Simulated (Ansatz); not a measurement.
# ClF2GeHO: geometry and vibrations

Aim: relax ClF2GeHO from a cheap starting geometry, then compute its harmonic vibrations to see whether it is a minimum and to get the zero-point energy and entropy, and look at its orbitals and charge.

Computed with Ansatz 0.2.0, Gaussian basis. Level: RKS PBE0-D4/def2-TZVP.

Levels to be run: relaxation at PBE-D4/def2-SVP; relaxation at PBE0-D4/def2-TZVP; harmonic vibrations at the same level; a single point in def2-TZVPP for the fields.

### Step 1. Where the work starts

SMILES `[OH][Ge]([F])([F])[Cl]`, 6 atoms, charge 0, spin multiplicity 1.

Atoms are counted from 1 here; the program's logs count them from 0.

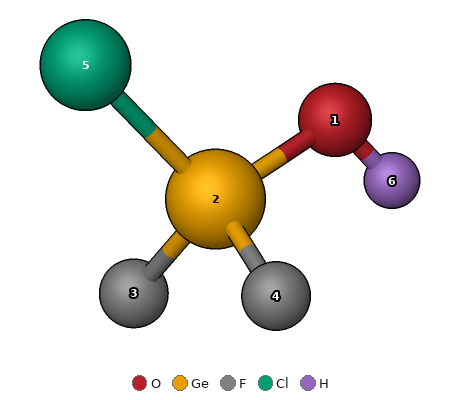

As it starts; oxygen red, germanium amber, fluorine grey, chlorine teal, hydrogen purple; atoms are numbered from 1 in the order of the file.

The start is a force-field geometry with small random shifts, so a cheaper pass at PBE-D4/def2-SVP comes first.

### Step 2. Geometry optimisation, PBE-D4/def2-SVP (cheap first pass)

in.yaml reads:

```yaml
crystal:
  periodic: [false, false, false]
  atoms:
    - {symbol: O, position_ang: [-0.904300, 0.531000, 0.971700]}
    - {symbol: Ge, position_ang: [0.205500, -0.030000, -0.260200]}
    - {symbol: F, position_ang: [1.576300, -0.707900, 0.538400]}
    - {symbol: F, position_ang: [-0.485600, -1.253700, -1.243700]}
    - {symbol: Cl, position_ang: [0.840200, 1.604000, -1.545200]}
    - {symbol: H, position_ang: [-1.190000, -0.207500, 1.492800]}
basis:
  gaussian: {orbitals: def2-SVP}
hamiltonian: {xc: pbe, dispersion: d4}
relax: {f_tol: 0.03, max_steps: 200}
```

Command:

```sh
> ansatz run in.yaml --threads 4 --pin off --events-out ev --progress --plain --max-ram 10444MiB
```

Standard output (excerpt; [...] marks lines left out):

```text
Functional definition: PBE
  name "PBE"
  cite "Perdew, Burke & Ernzerhof, Phys. Rev. Lett. 77, 3865 (1996) doi:10.1103/PhysRevLett.77.3865"
  parent pbe
[...]
1043 factors; their error is unknown
[...]
mean field -76503.78549297 eV, -2811.4622607385 hartree, gradient 1.8e-5 eV, S^2 0.000000; 0 other end points of the search recorded, 0 dependent functions left out
[...]
reference -76503.78552102 eV, -2811.4622617691 hartree; 38, 38 occupied and 59, 59 virtual orbitals, 1043 factors
relax step   1: F+E_penalty+E_count = -76503.92597699 eV  Δ(F+E_penalty+E_count) = +0.000e0 eV  max|allowed force component| = 1.293e0 eV/Å  Δτ_max = 0.0000 Å  (27 SCF iters, accepted)
[...]
relax step   4: F+E_penalty+E_count = -76503.99593085 eV  Δ(F+E_penalty+E_count) = +2.132e-5 eV  max|allowed force component| = 8.864e-2 eV/Å  Δτ_max = 0.0137 Å  (27 SCF iters, rejected (line search))
[...]
relax step   5: F+E_penalty+E_count = -76503.99626164 eV  Δ(F+E_penalty+E_count) = -3.095e-4 eV  max|allowed force component| = 7.311e-3 eV/Å  Δτ_max = 0.0067 Å  (27 SCF iters, accepted)
1043 factors; their error is unknown
mean field -76503.85545745 eV, -2811.4648318857 hartree, gradient 6.2e-5 eV, S^2 0.000000; 1 other end points of the search recorded, 0 dependent functions left out
[...]
reference -76503.85548557 eV, -2811.4648329188 hartree; 38, 38 occupied and 59, 59 virtual orbitals, 1043 factors
Total energy: -76503.99628976 eV, -2811.4700073774 hartree
Atom 0 at    -0.922817     0.556106     0.939202 Å, force    -0.007311     0.001947     0.003074 eV/Å
Atom 1 at     0.225016    -0.017721    -0.266367 Å, force     0.000084    -0.003487     0.004076 eV/Å
Atom 2 at     1.608892    -0.745437     0.491591 Å, force     0.000843    -0.000975    -0.007009 eV/Å
Atom 3 at    -0.466949    -1.288359    -1.228622 Å, force     0.004106     0.000113     0.000366 eV/Å
Atom 4 at     0.816329     1.610571    -1.494270 Å, force    -0.000822    -0.002327     0.003513 eV/Å
Atom 5 at    -1.218371    -0.179260     1.512267 Å, force     0.003100     0.004730    -0.004019 eV/Å
Dipole moment:    -0.193587    -0.016697     0.233464 e Å
```

Run time: 3.9 s. Hardware: 4 threads of Intel Xeon Platinum 8488C, shared host.

Relaxation path:

```csv
step,energy from step 1 (eV),largest force component (eV/Å)
1,0.0000,1.2928
2,-0.0619,0.4836
3,-0.0700,0.0710
4,-0.0700,0.0886
5,-0.0703,0.0073
```

Close pairs (by a distance rule), those that changed most:

```csv
bond,before (Å),after (Å),change (Å)
Ge2–Cl5,2.173,2.123,-0.050
O1–H6,0.948,0.978,+0.030
Ge2–F4,1.715,1.738,+0.022
Ge2–F3,1.725,1.738,+0.012
O1–Ge2,1.750,1.761,+0.010
```

### Step 3. Relaxation at PBE0-D4/def2-TZVP

in.yaml reads:

```yaml
crystal:
  periodic: [false, false, false]
  atoms:
    - {symbol: O, position_ang: [-0.922817, 0.556106, 0.939202]}
    - {symbol: Ge, position_ang: [0.225016, -0.017721, -0.266367]}
    - {symbol: F, position_ang: [1.608892, -0.745437, 0.491591]}
    - {symbol: F, position_ang: [-0.466949, -1.288359, -1.228622]}
    - {symbol: Cl, position_ang: [0.816329, 1.610571, -1.494270]}
    - {symbol: H, position_ang: [-1.218371, -0.179260, 1.512267]}
basis:
  gaussian: {orbitals: def2-TZVP}
hamiltonian: {xc: pbe0, dispersion: d4}
relax: {f_tol: 0.005, max_steps: 150}
```

Launched as before.

Standard output (excerpt; [...] marks lines left out):

```text
Functional definition: PBE0
  name "PBE0"
  cite "Adamo & Barone, J. Chem. Phys. 110, 6158 (1999) doi:10.1063/1.478522"
  cite "Perdew, Burke & Ernzerhof, Phys. Rev. Lett. 77, 3865 (1996) doi:10.1103/PhysRevLett.77.3865"
  parent pbe
[...]
1176 factors; their error is unknown
[...]
mean field -76527.26771878 eV, -2812.3252166199 hartree, gradient 7.4e-5 eV, S^2 0.000000; 0 other end points of the search recorded, 0 dependent functions left out
[...]
reference -76527.26773987 eV, -2812.3252173949 hartree; 38, 38 occupied and 146, 146 virtual orbitals, 1176 factors
relax step   1: F+E_penalty+E_count = -76527.38664275 eV  Δ(F+E_penalty+E_count) = +0.000e0 eV  max|allowed force component| = 8.495e-1 eV/Å  Δτ_max = 0.0000 Å  (27 SCF iters, accepted)
[...]
1176 factors; their error is unknown
[...]
mean field -76527.31863330 eV, -2812.3270876943 hartree, gradient 4.5e-5 eV, S^2 0.000000; 1 other end points of the search recorded, 0 dependent functions left out
[...]
reference -76527.31865428 eV, -2812.3270884650 hartree; 38, 38 occupied and 146, 146 virtual orbitals, 1176 factors
Total energy: -76527.43873880 eV, -2812.3315014900 hartree
Atom 0 at    -0.909490     0.534475     0.927297 Å, force     0.000047    -0.002389     0.000322 eV/Å
Atom 1 at     0.223614    -0.017408    -0.265094 Å, force     0.001205     0.002579    -0.002400 eV/Å
Atom 2 at     1.589877    -0.730949     0.475919 Å, force    -0.001661    -0.001919     0.000621 eV/Å
Atom 3 at    -0.454063    -1.265747    -1.217727 Å, force     0.000280    -0.001340     0.002108 eV/Å
Atom 4 at     0.809756     1.582378    -1.476385 Å, force     0.000307     0.002372    -0.001047 eV/Å
Atom 5 at    -1.217594    -0.166849     1.509790 Å, force    -0.000178     0.000697     0.000396 eV/Å
Dipole moment:    -0.186442     0.012507     0.217551 e Å
```

Run time: 14 s. Hardware: 4 threads of Intel Xeon Platinum 8488C, shared host; peak memory 0.51 GiB.

Step by step:

```csv
step,energy from step 1 (eV),largest force component (eV/Å)
1,0.0000,0.8495
2,-0.0444,0.3360
3,-0.0513,0.0458
4,-0.0519,0.0264
5,-0.0520,0.0263
6,-0.0521,0.0026
```

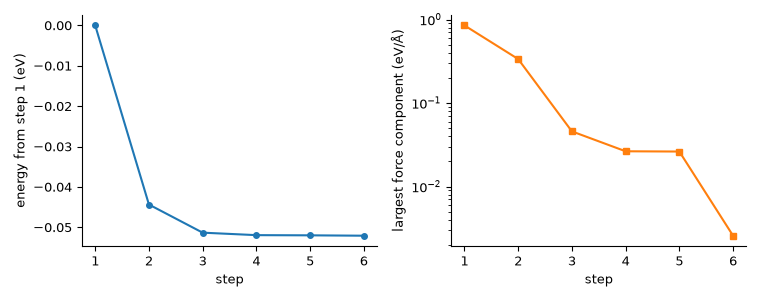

Energy and force, step by step.

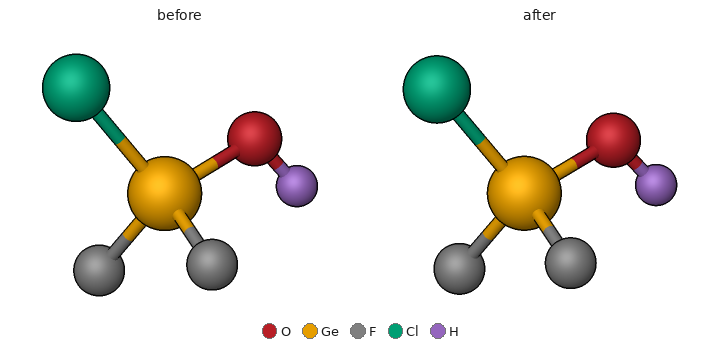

The geometry before (left) and after (right).

Close pairs (by a distance rule), those that changed most:

```csv
bond,before (Å),after (Å),change (Å)
Ge2–Cl5,2.123,2.090,-0.033
Ge2–F3,1.738,1.710,-0.027
Ge2–F4,1.738,1.710,-0.027
O1–Ge2,1.761,1.735,-0.026
O1–H6,0.978,0.962,-0.016
```

Mulliken charges of the relaxed molecule (report file):

```csv
atom,value (e)
O1,-0.51
Ge2,1.07
F3,-0.33
F4,-0.33
Cl5,-0.23
H6,0.34
```

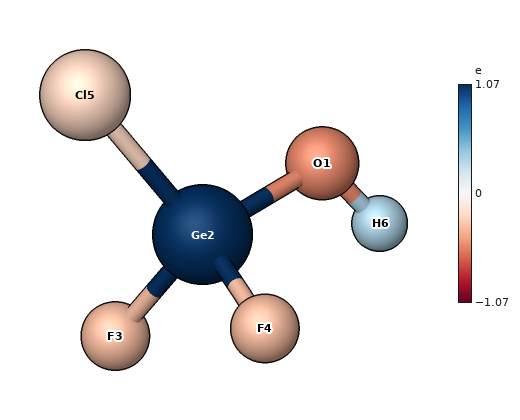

Mulliken charges of the relaxed molecule (report file), as colours on the atoms.

### Step 4. Vibrations by finite differences

in.yaml reads:

```yaml
crystal:
  periodic: [false, false, false]
  atoms:
    - {symbol: O, position_ang: [-0.909490, 0.534475, 0.927297]}
    - {symbol: Ge, position_ang: [0.223614, -0.017408, -0.265094]}
    - {symbol: F, position_ang: [1.589877, -0.730949, 0.475919]}
    - {symbol: F, position_ang: [-0.454063, -1.265747, -1.217727]}
    - {symbol: Cl, position_ang: [0.809756, 1.582378, -1.476385]}
    - {symbol: H, position_ang: [-1.217594, -0.166849, 1.509790]}
basis:
  gaussian: {orbitals: def2-TZVP}
hamiltonian: {xc: pbe0, dispersion: d4}
phonons: {temperatures: {t_min: 298.15, t_max: 900, t_step: 200}}
```

Launched as before.

Standard output (excerpt; [...] marks lines left out):

```text
Functional definition: PBE0
  name "PBE0"
  cite "Adamo & Barone, J. Chem. Phys. 110, 6158 (1999) doi:10.1063/1.478522"
  cite "Perdew, Burke & Ernzerhof, Phys. Rev. Lett. 77, 3865 (1996) doi:10.1103/PhysRevLett.77.3865"
  parent pbe
[...]
1176 factors; their error is unknown
[...]
mean field -76527.31863198 eV, -2812.3270876458 hartree, gradient 7.4e-5 eV, S^2 0.000000; 0 other end points of the search recorded, 0 dependent functions left out
[...]
reference -76527.31865295 eV, -2812.3270884161 hartree; 38, 38 occupied and 146, 146 virtual orbitals, 1176 factors
[...]
1176 factors; their error is unknown
mean field -76527.31855438 eV, -2812.3270847938 hartree, gradient 2.9e-6 eV, S^2 0.000000; 0 other end points of the search recorded, 0 dependent functions left out
[...]
reference -76527.31857534 eV, -2812.3270855641 hartree; 38, 38 occupied and 146, 146 virtual orbitals, 1176 factors
[...]
reference -76527.31858252 eV, -2812.3270858278 hartree; 38, 38 occupied and 146, 146 virtual orbitals, 1176 factors
Total energy: -76527.43873748 eV, -2812.3315014412 hartree
Atom 0 at    -0.909490     0.534475     0.927297 Å, force     0.000051    -0.002384     0.000302 eV/Å
Atom 1 at     0.223614    -0.017408    -0.265094 Å, force     0.001150     0.002634    -0.002341 eV/Å
Atom 2 at     1.589877    -0.730949     0.475919 Å, force    -0.001639    -0.001926     0.000608 eV/Å
Atom 3 at    -0.454063    -1.265747    -1.217727 Å, force     0.000285    -0.001346     0.002095 eV/Å
Atom 4 at     0.809756     1.582378    -1.476385 Å, force     0.000312     0.002337    -0.001041 eV/Å
Atom 5 at    -1.217594    -0.166849     1.509790 Å, force    -0.000158     0.000685     0.000377 eV/Å
Dipole moment:    -0.186442     0.012506     0.217552 e Å
Vibrations: 90.65 173.47 188.03 250.24 254.50 255.81 472.85 728.45 753.17 784.56 935.08 3872.82 cm⁻¹, zero-point energy 0.543027 eV
```

It took 77 s on 4 threads of Intel Xeon Platinum 8488C, shared host; peak memory 0.51 GiB.

Motions are named by where the mode's potential energy lies. Wavenumbers, unscaled:

```csv
mode,cm⁻¹,motion
1,91,torsion
2,173,bend
3,188,bend with torsion
4,250,bend
5,254,bend
6,256,bend
7,473,Ge–Cl stretch
8,728,Ge–F stretch
9,753,Ge–F stretch
10,785,Ge–O stretch
11,935,bend
12,3873,O–H stretch
```

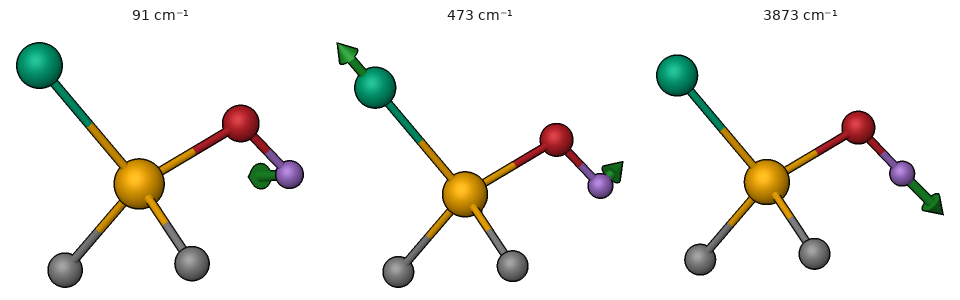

How the atoms move in 3 of the modes.

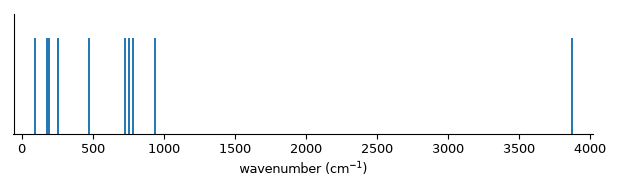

The harmonic wavenumbers as sticks (no intensities were computed).

Ideal gas, rigid rotor and harmonic oscillator at 298.15 K and 1 bar, with symmetry number 1:

```csv
term,value
zero-point energy,52.4 kJ/mol
H(298) − E,72.7 kJ/mol
"entropy, translation",172.4 J/(mol K)
"entropy, rotation",114.6 J/(mol K)
"entropy, vibration",62.8 J/(mol K)
"entropy, total",349.8 J/(mol K)
```

### Step 5. Orbitals, density and potential

in.yaml, as its differences from that of step 4:

```diff
@@ -10,4 +10,4 @@
 basis:
-  gaussian: {orbitals: def2-TZVP}
+  gaussian: {orbitals: def2-TZVPP}
 hamiltonian: {xc: pbe0, dispersion: d4}
-phonons: {temperatures: {t_min: 298.15, t_max: 900, t_step: 200}}
+output: {orbitals: {seedname: orbitals}}
```

The command is unchanged.

Standard output:

```text
Functional definition: PBE0
  name "PBE0"
  cite "Adamo & Barone, J. Chem. Phys. 110, 6158 (1999) doi:10.1063/1.478522"
  cite "Perdew, Burke & Ernzerhof, Phys. Rev. Lett. 77, 3865 (1996) doi:10.1103/PhysRevLett.77.3865"
  parent pbe
  parameter a = 0.25
  parameter kappa = 0.804
  parameter beta = 0.06672455060314922
  exchange = (1 - a)*pbe_x(kappa = kappa, mu = beta*pi^2/3) + a*exact_x
  correlation = pbe_c(beta = beta)
1248 factors; their error is unknown
mean field evaluation 1: about -76520.1237 eV, gradient 7.0e1 eV
mean field evaluation 2: about -76507.9572 eV, gradient 1.1e2 eV
mean field evaluation 4: about -76527.0066 eV, gradient 4.9e0 eV
mean field evaluation 8: about -76527.0398 eV, gradient 3.6e-2 eV
mean field evaluation 16: about -76527.3643 eV, gradient 3.5e-5 eV
mean field -76527.36425489 eV, -2812.3287642567 hartree, gradient 3.5e-5 eV, S^2 0.000000; 0 other end points of the search recorded, 0 dependent functions left out
reference -76527.36427607 eV, -2812.3287650348 hartree; 38, 38 occupied and 159, 159 virtual orbitals, 1248 factors
Total energy: -76527.48436060 eV, -2812.3331780599 hartree
```

It took 1.6 s on 4 threads of Intel Xeon Platinum 8488C, shared host; peak memory 0.58 GiB.

Orbitals, density, ELF and potential are computed afterwards from the orbital file.

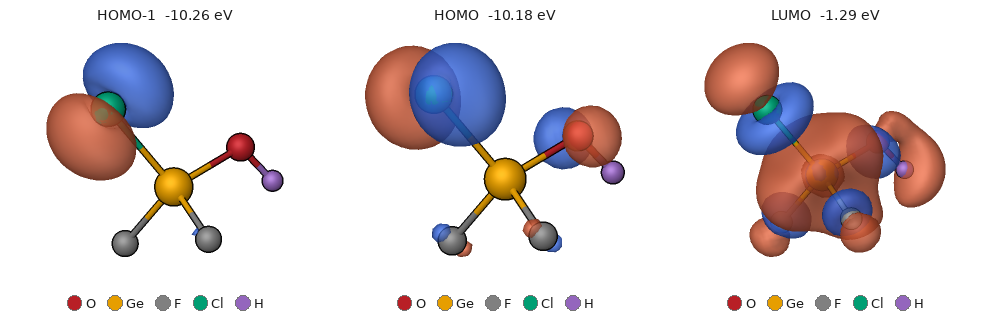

PBE0-D4/def2-TZVPP orbitals near the gap, drawn at the value that encloses 70 % of each; the two colours are the two signs.

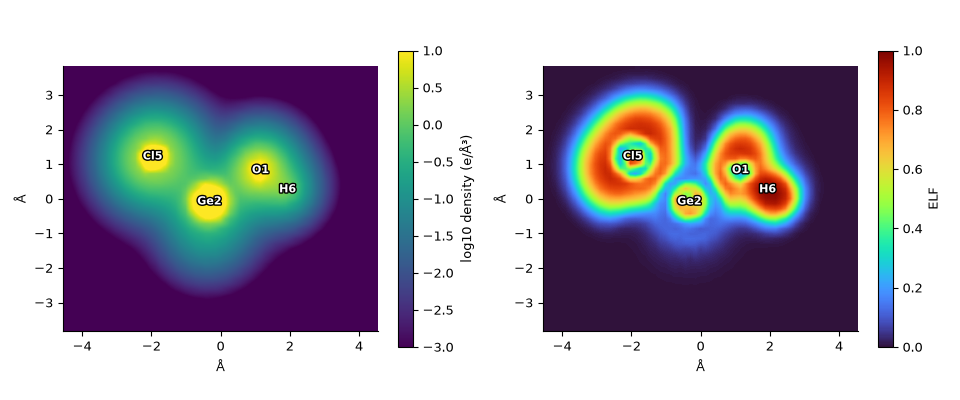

Density (left) and ELF (right) in a plane through or near 4 of the atoms.

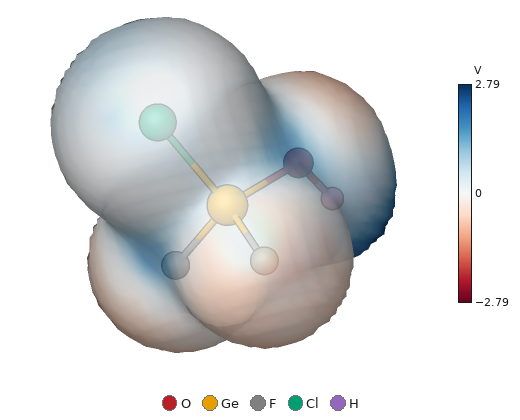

Electrostatic potential on the surface of density 0.002 e/bohr³; red is low, blue high. It runs from -0.74 V near O1 to 2.79 V near H6.

### Step 6. Summary of results

| quantity | value |
| --- | --- |
| point group | Cs |
| steps | 5 + 6 |
| shift from the start (rms) | 0.054 Å |
| total energy | -76527.4387 eV |
| dispersion term | -120 meV |
| dipole moment | 1.38 D |
| lowest, highest wavenumber | 91, 3873 cm⁻¹ |
| zero-point energy | 52.4 kJ/mol |
| entropy at 298.15 K | 349.8 J/(mol K) |
| HOMO, LUMO | -10.18, -1.29 eV |

The relaxed geometry lies 0.05 Å (rms) from the start; the bond that changed most is Ge2–Cl5, from 2.173 to 2.090 Å. All wavenumbers are real, so the end point is a minimum. The stiffest mode, 3873 cm⁻¹, is an O–H stretch, and 3 modes under 200 cm⁻¹ make the vibrational entropy uncertain. Harmonic hybrid wavenumbers usually lie a few per cent above measured fundamentals. The largest Mulliken charge, +1.07 e, sits on Ge2. The HOMO lies mostly on Cl5 75 %; O1 18 % and the LUMO on Ge2 31 %; Cl5 22 %.
